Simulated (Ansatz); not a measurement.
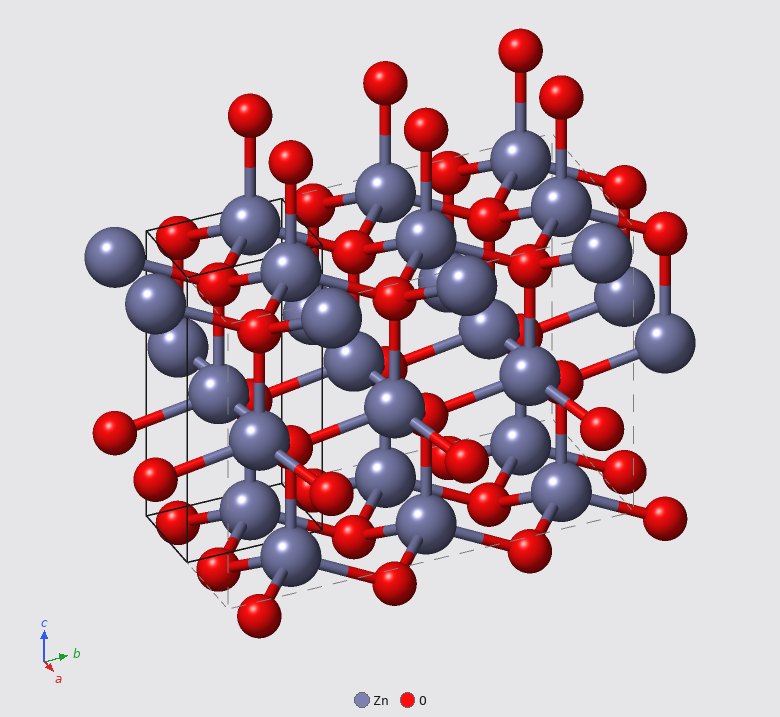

System ZnO (space group P6_3mc, No. 186); source of the atomic positions: the input geometry of an electronic-structure calculation (not necessarily at equilibrium).

Bonds are taken as O–Zn below 2.2 Å. Simplification: prune 0- and 1-connected atoms, fold 2-connected ones into links.

Q: What kind of net remains, and which atoms are its nodes?

A: A uninodal 4-connected, three-periodic net: Zn and O are 4-connected nodes.

Q: Name the underlying net.

A: It is the lon net, known from lonsdaleite, wurtzite and tridymite.

Q: Is the net interpenetrated?

A: It is a single net, without interpenetration.

Q: How many nodes does the smallest cycle have?

A: Six.

Q: Give the first four terms of the coordination sequence (nodes one, two, three … edges away).

A: Zn and O: 4, 12, 25, 44.
